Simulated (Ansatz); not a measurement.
**BH3P2: density, localisation and related maps**

Input

```
crystal:
  periodic: [false, false, false]
  atoms:
    - {symbol: B, position_ang: [0.643768, -0.276229, -0.360452]}
    - {symbol: P, position_ang: [1.353817, -1.079299, 1.093705]}
    - {symbol: P, position_ang: [0.117907, 0.684626, 1.180628]}
    - {symbol: H, position_ang: [0.664822, 1.920421, 1.648799]}
    - {symbol: H, position_ang: [-1.156143, 0.635504, 1.828610]}
    - {symbol: H, position_ang: [0.483541, -0.215783, -1.552560]}
basis:
  gaussian:
    orbitals: def2-TZVPD
hamiltonian:
  xc: pbe0
output:
  forces: true
  orbitals: {seedname: orbitals}
```

Launched as:

```sh
ansatz run input.yaml --threads 1 --pin off --max-ram 2610MiB --events-out events.jsonl --progress --plain --runs-dir runs
```

Geometry: PBE-D3(BJ)/def2-SVP.

Method: isolated molecule in a Gaussian basis; Kohn-Sham density functional theory, functional PBE0 in Ansatz.

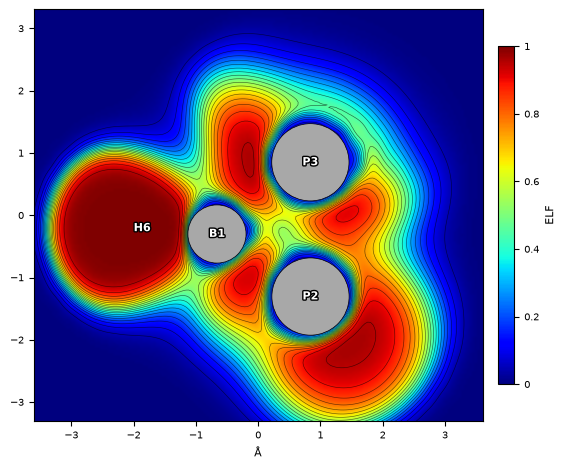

Figure 1. ELF on the plane of atoms P3, B1 and H6. Grey discs cover the atomic cores.

What does the map show?

- The plane passes through B, P and H nuclei.
- B–P (1.81 Å): the ELF peaks at about 0.85 between the atoms (localised, covalent bonding).
- P–P (2.16 Å): the ELF peaks at about 0.75 between the atoms: a shared electron pair.
- B–H (1.20 Å): the ELF climbs to about 1 towards the hydrogen, as it does in any bond to H; a covalent bond by its length.
- B–P (1.89 Å): the ELF peaks at about 0.85 between the atoms (a covalent bond).
- The ELF also peaks beside P2, away from the bonds: lone-pair regions.

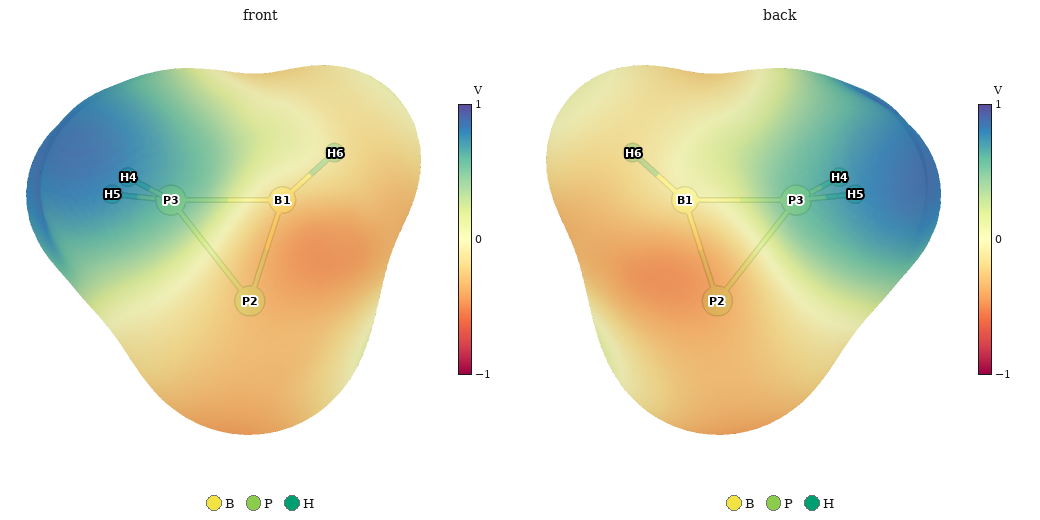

Figure 2. The electrostatic potential painted on the density surface at 0.001 e/bohr³, seen from the front and from behind; red is negative and blue positive.

Where is the surface potential most negative and most positive?

The most negative region (about −0.5 V) lies over P2, the most positive (about +0.9 V) over P3, H4 and H5.

How polar is the molecule by this calculation?

Its dipole moment is 2.03 D.

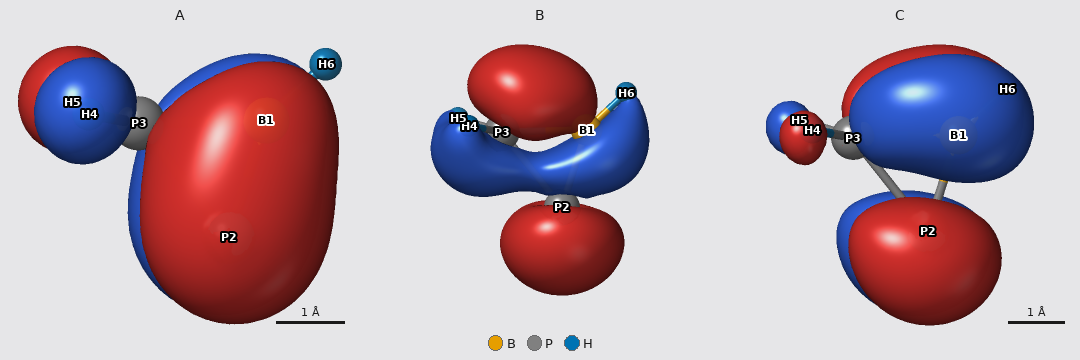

Figure 3. Three frontier orbitals at ±0.08 Å⁻³ᐟ² (red and blue are the two phases), in no order.

Order the three orbitals by energy and name them.

B is the HOMO−1 (−7.39 eV). By Hirshfeld shares it lies mainly on P2 (about 45 %), P3 (about 35 %) and B1 (about 20 %). A is the HOMO (−7.04 eV). It lies mainly on P2 (about 55 %), B1 (about 25 %) and P3 (about 15 %). C is the LUMO (−1.39 eV). It lies mainly on P2 (about 45 %), B1 (about 35 %) and P3 (about 15 %); π-antibonding (π*) across P2–B1.

What is the HOMO–LUMO gap?

5.65 eV between the orbital energies.
